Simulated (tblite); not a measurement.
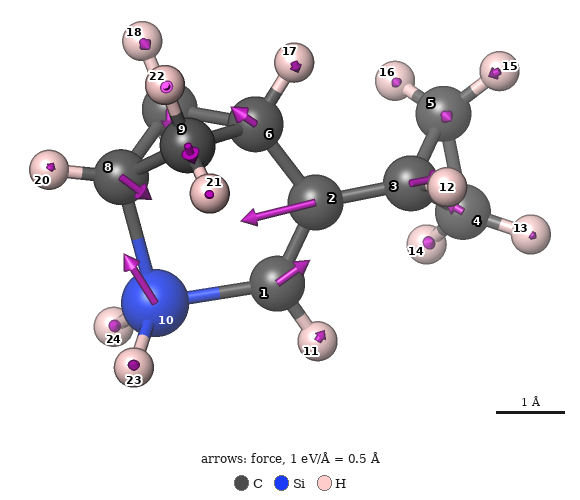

Starting geometry of C9H14Si with the computed forces as purple arrows. Style: ball-and-stick. Shown at a tilt.

These are results of GFN2-xTB geometry optimisation, gas phase (tblite 0.8.0), not measurements. 

**What follows when this structure is relaxed?**

It isn't relaxed: the largest force vector, on a C atom, is 2.34 eV/Å. The final displacements have little in common with the starting forces (cosine between the two patterns 0.12). After 189 geometry steps the energy has fallen by 39.5 kJ/mol. An H atom moves most after the best rigid fit: 1.99 Å. By element the largest moves are H 1.99 Å, C 1.00 Å, Si 0.41 Å. Among the contacts that change: C–Si 2.024 → 1.897 Å, C–C 1.574 → 1.540 Å, C–C 1.530 → 1.504 Å, C–C 1.454 → 1.479 Å. Among the angles between lasting bonds that change: Si–C–H 116.3° → 120.6°, Si–C–H 112.6° → 116.7°, C–C–C 115.6° → 111.9°. Groups turn about C–C by about 85°.
